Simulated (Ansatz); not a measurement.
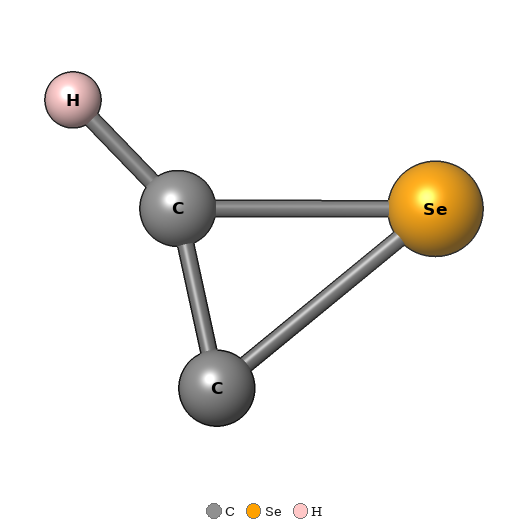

All atoms lie in one plane, which faces the viewer. The species is neutral and a spin doublet. The geometry was computed by an optimisation with PBE-D4/def2-SVP. No frequency run is at hand to confirm it as a minimum.

Which symmetry elements does this geometry have?

Answer. It has 1 mirror plane, so the point group is Cs. The group has 2 operations. The geometry is achiral, and symmetry allows a dipole moment.
